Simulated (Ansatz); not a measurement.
# Ge (diamond structure), cut as [112] wire, round, centred on atom, 1.10 nm across, axial strain -1.5 %

All values below come from PBE (plane waves to 420 eV, PAW; Ansatz, a program for electronic structure).

k-points: Γ-centred 1×1×4 mesh; occupations: Fermi-Dirac, 0.020 eV; spin polarisation not allowed. Spin-orbit coupling is left out.

 The relaxation kept the symmetry of its start, so a lower minimum of less symmetry isn't excluded. The period along the axis is held at the strain named.

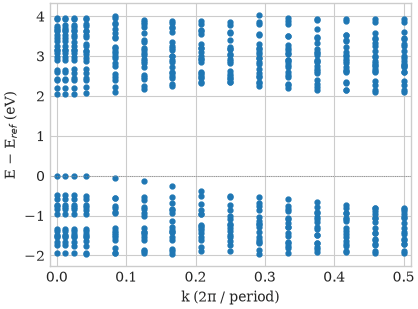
*Levels along the axis at 15 k-points, drawn as points, zero at the top of the valence band*

Electronic character: not metallic; Kohn-Sham band gap: 2.05 eV. Only levels within the plotted window are shown.
